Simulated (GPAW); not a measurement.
# C K ELNES/XANES of rock-salt (TiC)₁₋ₓ(ZrC)ₓ at x = 0.125 from DFT, part 2 of 3

What does the C K edge look like in rock-salt (TiC)₁₋ₓ(ZrC)ₓ at x = 0.125?

GPAW 26.7.0; X-ray absorption from dipole matrix elements to empty bands, plane-wave PAW PBE.

So far. Step 3 (Ground state of the crystal): The mesh shows no gap, so the system is treated as a metal and the core electron is put at the Fermi level (neutral cell).

### 5. Spectrum with XCH, C atom 2

The holes are 6.2 Å apart. In GPAW the data set carries the hole's charge, so charge=0 means a charged cell and charge=-1 a neutral one. The excited electron is kept in the cell, where it fills the lowest empty states and screens the hole. After the field has converged, empty bands are computed with the density fixed and the dipole matrix elements are summed.

The absorber has 1 Ti at 2.14 Å, 4 Ti at 2.19 Å and 1 Zr at 2.24 Å (distorted octahedral).

Input file xas.py:

```python
import numpy as np
from ase import Atoms
from ase.parallel import parprint, paropen
from gpaw import GPAW, PW, FermiDirac, Mixer, MixerDif, setup_paths
from gpaw.test import gen
setup_paths.insert(0, '.')
gen('C', name='fch1s', xcname='PBE', corehole=(1, 0, 1), write_xml=True)
from gpaw.mpi import world
world.barrier()

atoms = Atoms('TiCTiCTiCTiCTiCTiCZrCTiC',
    cell=[[0, 4.3745, 4.3745],
     [4.3745, 0, 4.3745],
     [4.3745, 4.3745, 0]],
    scaled_positions=[[0.0004296, 0.9995581, 0.9997077],
     [0.7561819, 0.2440955, 0.2554868],
     [0.0003048, 0.9998752, 0.4998086],
     [0.7558214, 0.2441124, 0.7442947],
     [0.0003094, 0.4998055, 0.0000934],
     [0.7500963, 0.7499377, 0.2498293],
     [0.0003891, 0.4997957, 0.499786],
     [0.7559303, 0.7556591, 0.7440644],
     [0.499978, 0.9999812, 0.000082],
     [0.2444983, 0.2442921, 0.2556287],
     [0.5004975, 0.9997448, 0.4998861],
     [0.2499497, 0.2499159, 0.7500383],
     [0.5002718, 0.4997151, 0.0000368],
     [0.2445333, 0.7555559, 0.2554108],
     [0.5001455, 0.4998288, 0.5000442],
     [0.24463, 0.7554375, 0.7443514]],
    pbc=True)
atoms.calc = calc = GPAW(legacy_gpaw=True, mode=PW(500, force_complex_dtype=True), xc='PBE', setups={1: 'fch1s'},
    kpts={'size': (4, 4, 4), 'gamma': True}, occupations=FermiDirac(0.1),
    charge=-1, mixer=Mixer(0.1, 5, 50), maxiter=150,
    convergence={'density': 0.0001, 'eigenstates': 1e-6}, txt='scf.txt')
energy = atoms.get_potential_energy() + calc.get_reference_energy()
ef = calc.get_fermi_level()
out = dict(energy=energy, fermi=ef, forces=atoms.get_forces().tolist())
parprint(f'all-electron energy {energy:.4f} eV, Fermi level {ef:.4f} eV')
ev = np.array([[calc.get_eigenvalues(k, s) for k in range(len(calc.get_ibz_k_points()))] for s in range(calc.get_number_of_spins())])
out['homo'], out['lumo'], out['counts'] = ev[ev < ef].max(), ev[ev > ef].min(), sorted(set((ev < ef).sum((0, 2)).tolist()))
out['filled'] = (ev[:, 0] < ef).sum(1).tolist()

from ase.units import Ha
from gpaw.xas import dipole_matrix_elements
nb = int(calc.get_number_of_electrons() / 2) + 128
top, nb = nb, nb + 8 + nb // 12
nscf = calc.fixed_density(kpts={'size': (6, 6, 6), 'gamma': True}, nbands=nb,
    convergence={'bands': top, 'eigenstates': 5e-3}, maxiter=60, txt='nscf.txt')
cell = atoms.cell.array
ops = [cell.T @ U.T @ np.linalg.inv(cell.T) for U in nscf.wfs.kd.symmetry.op_scc]
E = np.arange(-6, 30, 0.1)
fwhm = np.interp(E, [4, 25], [0.9, 3.5])
Y, X, zero, highest = 0, 0, 1e9, 1e9
for spin in range(nscf.get_number_of_spins()):
    wfs = nscf.wfs
    mine = wfs.bd.get_slice()  # this rank's bands
    A = dipole_matrix_elements(wfs.setups[1])
    eps = np.zeros((wfs.kd.nibzkpts, nb))
    d = np.zeros((3, A.shape[1], wfs.kd.nibzkpts, nb), complex)
    for kpt in wfs.kpt_u:
        if kpt.s == spin and 1 in kpt.P_ani:
            eps[kpt.k, mine] = kpt.eps_n * Ha
            d[:, :, kpt.k, mine] = (kpt.weight * wfs.nspins / 2) ** 0.5 * np.inner(A, kpt.P_ani[1])
    world.sum(eps)
    world.sum(d)
    T = np.einsum('amkn,bmkn->abkn', d, d.conj()).real
    T = sum(np.einsum('ai,ijkn,bj->abkn', R, T, R) for R in ops) / len(ops)
    empty = eps > ef
    zero, highest = min(zero, eps[empty].min()), min(highest, eps[:, top - 1].min())
    lines = [(eps, T, empty)] if spin == 0 else lines + [(eps, T, empty)]
for eps, T, empty in lines:
    f = np.einsum('aakn->akn', T).reshape(3, -1)
    x = eps.ravel() - zero
    w = np.interp(x, E, fwhm) / 2.35482
    g = np.exp(-0.5 * ((E[:, None] - x) / w) ** 2) / (w * (2 * np.pi) ** 0.5)
    Y = Y + (f * empty.ravel()) @ g.T
    X = X + (f * ~empty.ravel()) @ g.T
out.update(E=E.round(2).tolist(), xas=Y.tolist(), xes=X.tolist(), zero=zero, valid=highest - zero, nk=len(eps), nb=nb)
for i in range(0, len(E), 10):
    parprint(f'{E[i]:7.2f}', *(f'{v:10.3e}' for v in Y[:, i]))
import json
with paropen('out.json', 'w') as f:
    json.dump(out, f)
```

Launch:

```console
> OMP_NUM_THREADS=1 mpirun -n 4 gpaw python xas.py
```

Numbers of over 12 decimals in the logs are rounded to 6 here.

Output:

```text
Input parameters:
  charge: -1
  convergence: {density: 0.0001,
                eigenstates: 1e-06}
  kpts: {gamma: True,
         size: (4, 4, 4)}
  maxiter: 150
  mixer: {backend: pulay,
          beta: 0.1,
          method: separate,
          nmaxold: 5,
          weight: 50}
  mode: {ecut: 500.0,
         force_complex_dtype: True,
         name: pw}
  occupations: {fixmagmom: False,
                name: fermi-dirac,
                width: 0.1}
  setups: {1: fch1s}
  xc: PBE

Initialize ...

[... PAW data sets ...]

Reference energy: -268378.324249  # eV

Spin-paired calculation

[... convergence settings ...]
Symmetries present (total): 1
  [... symmetry matrices ...]

64 k-points: 4 x 4 x 4 Monkhorst-Pack grid + [1/8,1/8,1/8]
36 k-points in the irreducible part of the Brillouin zone
       k-points in crystal coordinates                weights
   0:     0.00000000    0.00000000    0.00000000          1/64
   1:     0.00000000    0.00000000    0.25000000          2/64
   2:     0.00000000    0.00000000    0.50000000          1/64
   3:     0.00000000    0.25000000   -0.25000000          2/64
   4:     0.00000000    0.25000000    0.00000000          2/64
   5:     0.00000000    0.25000000    0.25000000          2/64
   6:     0.00000000    0.25000000    0.50000000          2/64
   7:     0.00000000    0.50000000    0.00000000          1/64
   8:     0.00000000    0.50000000    0.25000000          2/64
   9:     0.00000000    0.50000000    0.50000000          1/64
          ...
  35:     0.50000000    0.50000000    0.50000000          1/64

Wave functions: Plane wave expansion
  Cutoff energy: 500.000 eV
  Number of coefficients (min, max): 4236, 4279
  Pulay-stress correction: 0.000000 eV/Ang^3 (de/decut=0.000000)
  Using FFTW library
  Wavefunction extrapolation:
    Improved wavefunction reuse through dual PAW basis

Occupation numbers: Fermi-Dirac:
  width: 0.1000  # eV

Eigensolver
   Davidson(niter=2)

Densities:
  Coarse grid: 32*32*32 grid
  Fine grid: 64*64*64 grid
  Total Charge: 0.000000

Density mixing:
  Method: separate
  Backend: pulay
  Linear mixing parameter: 0.1
  old densities: 5
  Width of damping distribution: 1.1
  Damping of long wavelength oscillations: 50

[... Hamiltonian set-up ...]
Number of atoms: 16
Number of atomic orbitals: 136
Number of bands in calculation: 82
Number of valence electrons: 129
Bands to converge: occupied

... initialized

Initializing position-dependent things.

Density initialized from atomic densities
Creating initial wave functions:
  82 bands from LCAO basis set

                      C

               C    Ti
              TiC
          C    Ti   C     Ti

        Zr    C    Ti
               C
        C     Ti
       Ti

Atomic positions and initial magnetic moments

Positions:
   0 Ti     8.745788    4.375101    4.374446    ( 0.0000,  0.0000,  0.0000)
   1 C      2.185423    4.425545    4.375713    ( 0.0000,  0.0000,  0.0000)
   2 Ti     6.560367    2.187746    4.375287    ( 0.0000,  0.0000,  0.0000)
   3 C      4.323787    6.562258    4.374210    ( 0.0000,  0.0000,  0.0000)
   4 Ti     2.186808    0.001762    2.187753    ( 0.0000,  0.0000,  0.0000)
   5 C      4.373481    4.374175    6.561899    ( 0.0000,  0.0000,  0.0000)
   6 Ti     4.372670    2.188016    2.188058    ( 0.0000,  0.0000,  0.0000)
[...]
13 C      4.422474    2.187005    4.374890    ( 0.0000,  0.0000,  0.0000)
  14 Ti     4.373944    4.375330    4.374388    ( 0.0000,  0.0000,  0.0000)
  15 C      6.560827    4.326299    4.374795    ( 0.0000,  0.0000,  0.0000)

Unit cell:
           periodic     x           y           z      points  spacing
  1. axis:    yes    0.000000    4.374500    4.374500    32     0.1579
  2. axis:    yes    4.374500    0.000000    4.374500    32     0.1579
  3. axis:    yes    4.374500    4.374500    0.000000    32     0.1579

  Lengths:   6.186477   6.186477   6.186477
  Angles:   60.000000  60.000000  60.000000

Effective grid spacing dv^(1/3) = 0.1722

iter:   1  -184.362550
iter:   2  -167.947861   -0.32  -0.89
iter:   3  -156.058346   +0.49  -1.02
iter:   4  -156.659064   -0.51  -1.52
iter:   5  -156.939805   -1.41  -1.50
iter:   6  -157.111170   -0.88  -1.50
iter:   7  -157.266765   -1.55  -1.81
iter:   8  -156.781894   -0.84  -1.77
iter:   9  -156.867096   -1.29  -2.32
iter:  10  -156.746710   -1.84  -2.18
iter:  11  -156.744899   -2.41  -2.45
iter:  12  -156.730053c  -2.68  -2.53
iter:  13  -156.730284c  -3.71  -2.93
iter:  14  -156.730321c  -3.10  -2.89
iter:  15  -156.729065c  -4.19  -3.09
iter:  16  -156.729440c  -4.09  -3.30
iter:  17  -156.729138c  -5.01  -3.32
iter:  18  -156.729115c  -5.01  -3.78
iter:  19  -156.729129c  -5.83  -4.20c
iter:  20  -156.729139c  -6.39c -4.34c

Converged after 20 iterations.

Dipole moment: (0.071764, -0.171434, -0.071059) |e|*Ang

Energy contributions relative to reference atoms: (reference = -268378.324249)

Kinetic:       +144.800183
Potential:     -159.788914
External:        +0.000000
XC:            -142.379514
Entropy (-ST):   -0.113306
Local:           +0.695760
SIC:             +0.000000
--------------------------
Free energy:   -156.785792
Extrapolated:  -156.729139

Showing only first 2 kpts
 Kpt  Band  Eigenvalues  Occupancy
  0    62     10.44076    1.43929
  0    63     10.44096    1.43848
  0    64     10.98744    0.02146
  0    65     10.98754    0.02144

  1    62      9.92895    1.99535
  1    63      9.94552    1.99451
  1    64     10.36299    1.69638
[...]
Fermi level: 10.53503

No gap
No difference between direct/indirect transitions

Forces in eV/Ang:
  0 Ti   -0.09445   -0.00052    0.00826
  1 C     0.01182   -0.14425   -0.01193
  2 Ti    0.00631   -0.06985   -0.01403
  3 C     0.02499    0.00307    0.00716
  4 Ti   -0.00891   -0.01996    0.11131
  5 C     0.00029    0.00368   -0.00162
  6 Ti    0.01999    0.00081   -0.01184
[...]
13 C    -0.02084    0.01980   -0.00160
 14 Ti    0.11818    0.00753    0.00451
 15 C    -0.00762    0.02047    0.00270
Scalar-relativistic atomic PBE calculation for C (Carbon, Z=6)
Core hole in 1s state (1s occupation: 1.0)
300 radial gridpoints.
|------------------------------------------------|
|------------------------------------------------|
[... the atom generator's iteration count ...]

Energy contributions:
-------------------------
Kinetic:      +26.485384
XC:            -3.485579
Potential:    -49.578981
-------------------------
Total:        -26.579177

state      eigenvalue         ekin         rmax
-----------------------------------------------
1s^1.0 :   -12.360196    17.354082        0.168
2s^2.0 :    -1.099219     2.380344        1.061
2p^2.0 :    -0.784094     2.185307        0.924
-----------------------------------------------
(units: Bohr and Hartree)

Generating PAW setup
Kinetic energy of the core from tauc = 17.362309
Cutoffs:
rc(s)=1.200
rc(p)=1.200
rc(d)=1.200
rc(vbar)=1.080
rc(comp)=1.200
rc(nct)=1.200

Kinetic energy of the core states: 17.354082
Charge: 1.0
Core electrons: 1.0
Valence electrons: 4.0
Pseudo-core charge: 0.009353
Shape function alpha=6.944
Pseudo-electron charge 3.959458
state    eigenvalue         norm
--------------------------------
2s(2) :    -1.099219     1.082315
*s    :    -0.099219
2p(2) :    -0.784094     0.892738
*p    :     0.215906
*d    :     0.000000
--------------------------------

Diagonalizing with gridspacing h=0.050

state   all-electron     PAW
-------------------------------
2s:      -1.099219    -1.100079
2p:      -0.784094    -0.785584
*d:                   -0.070724
*f:                   -0.014625
-------------------------------
all-electron energy -268535.0534 eV, Fermi level 10.5350 eV
[...]
27.00  1.445e-04  1.517e-04  1.442e-04
  28.00  1.879e-04  1.939e-04  1.874e-04
  29.00  2.197e-04  2.146e-04  2.190e-04
```

Elapsed: 8.3 min, on 4 MPI ranks of Arm Neoverse V2, shared host; peak memory 1.1 GiB.

The C K spectrum, C atom 2, excited-electron core hole (neutral cell) (energy from the lowest empty level; intensity scaled to a mean of 1 over the first 20 eV):

```csv
E (eV),isotropic,ε ∥ x,ε ∥ y
-2.0,0.00,0.00,0.00
-0.5,0.07,0.06,0.10
1.0,0.82,0.75,0.97
2.5,1.70,1.60,1.91
4.0,1.62,1.99,0.89
5.5,1.08,1.15,0.93
7.0,0.59,0.79,0.19
8.5,0.57,0.13,1.44
10.0,0.82,0.64,1.18
11.5,1.05,1.13,0.90
13.0,1.72,1.84,1.49
14.5,1.37,1.46,1.21
16.0,0.74,0.64,0.93
17.5,0.51,0.48,0.57
19.0,0.50,0.54,0.41
20.5,0.42,0.43,0.40
22.0,0.33,0.33,0.34
23.5,0.28,0.28,0.26
25.0,0.31,0.32,0.30
26.5,0.53,0.52,0.54
28.0,0.81,0.80,0.83
29.5,0.96,0.98,0.94
```

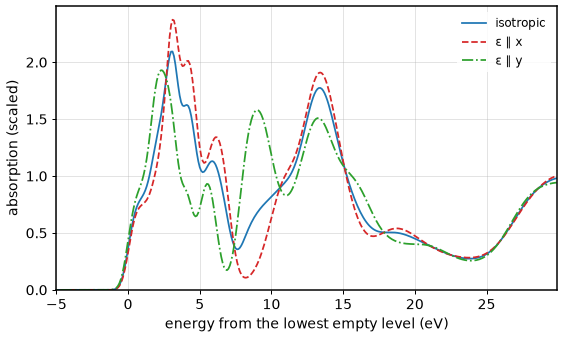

The C K edge, C atom 2, excited-electron core hole (neutral cell): main maxima at 3.1, 5.9 and 13.4 eV.

Main maxima below 24 eV (height): 3.1 eV (2.09), 5.9 eV (1.13) and 13.4 eV (1.77). A K edge sees empty p states; the first features are C p mixed into the empty d states of the Ti and Zr neighbours, and the broad ones above probably into the cations' higher empty bands.

The total-energy difference is 287.95 eV. One term is added: -6.71 eV, since the hole is spin-paired here and a spin-polarised one costs that much less in the free atom (computed apart). The photon energy is then 281.24 eV. The functional leaves an error of a few eV in such absolute values.

### 6. Reference energy of the cell

The absorbing element, whose data set is made anew, changes for the next run, so it gets a reference energy of its own.

Input file scf.py:

```python
import numpy as np
from ase import Atoms
from ase.parallel import parprint, paropen
from gpaw import GPAW, PW, FermiDirac, Mixer, MixerDif, setup_paths
from gpaw.test import gen
setup_paths.insert(0, '.')
gen('Ti', name='nch1s', xcname='PBE', corehole=(1, 0, 0), write_xml=True)
from gpaw.mpi import world
world.barrier()

atoms = Atoms('TiCTiCTiCTiCTiCTiCZrCTiC',
    cell=[[0, 4.3745, 4.3745],
     [4.3745, 0, 4.3745],
     [4.3745, 4.3745, 0]],
    scaled_positions=[[0.0004296, 0.9995581, 0.9997077],
     [0.7561819, 0.2440955, 0.2554868],
     [0.0003048, 0.9998752, 0.4998086],
     [0.7558214, 0.2441124, 0.7442947],
     [0.0003094, 0.4998055, 0.0000934],
     [0.7500963, 0.7499377, 0.2498293],
     [0.0003891, 0.4997957, 0.499786],
     [0.7559303, 0.7556591, 0.7440644],
     [0.499978, 0.9999812, 0.000082],
     [0.2444983, 0.2442921, 0.2556287],
     [0.5004975, 0.9997448, 0.4998861],
     [0.2499497, 0.2499159, 0.7500383],
     [0.5002718, 0.4997151, 0.0000368],
     [0.2445333, 0.7555559, 0.2554108],
     [0.5001455, 0.4998288, 0.5000442],
     [0.24463, 0.7554375, 0.7443514]],
    pbc=True)
atoms.calc = calc = GPAW(legacy_gpaw=True, mode=PW(500, force_complex_dtype=True), xc='PBE', setups={0: 'nch1s'},
    kpts={'size': (4, 4, 4), 'gamma': True}, occupations=FermiDirac(0.1),
    charge=0, mixer=Mixer(0.1, 5, 50), maxiter=150,
    convergence={'density': 0.0001, 'eigenstates': 1e-6}, txt='scf.txt')
energy = atoms.get_potential_energy() + calc.get_reference_energy()
ef = calc.get_fermi_level()
out = dict(energy=energy, fermi=ef, forces=atoms.get_forces().tolist())
parprint(f'all-electron energy {energy:.4f} eV, Fermi level {ef:.4f} eV')
ev = np.array([[calc.get_eigenvalues(k, s) for k in range(len(calc.get_ibz_k_points()))] for s in range(calc.get_number_of_spins())])
out['homo'], out['lumo'], out['counts'] = ev[ev < ef].max(), ev[ev > ef].min(), sorted(set((ev < ef).sum((0, 2)).tolist()))
out['filled'] = (ev[:, 0] < ef).sum(1).tolist()
import json
with paropen('out.json', 'w') as f:
    json.dump(out, f)
```

Launch:

```console
> OMP_NUM_THREADS=1 mpirun -n 4 gpaw python scf.py
```

Output:

```text
Input parameters:
  convergence: {density: 0.0001,
                eigenstates: 1e-06}
  kpts: {gamma: True,
         size: (4, 4, 4)}
  maxiter: 150
  mixer: {backend: pulay,
          beta: 0.1,
          method: separate,
          nmaxold: 5,
          weight: 50}
  mode: {ecut: 500.0,
         force_complex_dtype: True,
         name: pw}
  occupations: {fixmagmom: False,
                name: fermi-dirac,
[...]
4s(2) :    -0.164137     0.992018
3p(6) :    -1.428160     0.433832
4p(0) :    -0.053893     0.982293
3d(2) :    -0.156485     0.588344
*d    :     0.843515
--------------------------------

Diagonalizing with gridspacing h=0.050

state   all-electron     PAW
-------------------------------
3s:      -2.301366    -2.301666
3p:      -1.428160    -1.428851
3d:      -0.156485    -0.156983
*f:                    0.063889
-------------------------------
all-electron energy -268822.9990 eV, Fermi level 10.2584 eV
[key lines of the parts left out:]
Converged after 20 iterations.
Dipole moment: (0.105891, -0.162508, -0.070656) |e|*Ang
Free energy:   -140.341793
Fermi level: 10.25836
```

Run time: 1.7 min. Hardware: 4 MPI ranks; peak memory 0.4 GiB; 6.7 min of CPU time.

Reference energy: -268822.999 eV with the cores included.

(Continued in part 3 of 3.)

[Banner, clock and machine lines of the logs are left out without a mark of their own.]

[Logs are printed without paths, hosts, clocks, repeated set-up lines and the standing remarks that a program may print on its own settings, such as how far it seeks lower states.]

[Hosts, paths, dates, database ids (printed as entryN), source tags and the programs' standing remarks are cut or masked in the printed files.]

[Lists of maxima count a maximum above −3 eV only where it reaches 4 % of the highest in the window and stands out from its surroundings by 2 % of it (1.5 % where it reaches 55 %); shoulders and weaker maxima are passed over, and of the rest the first, up to two pre-edge ones and the few strongest are named.]
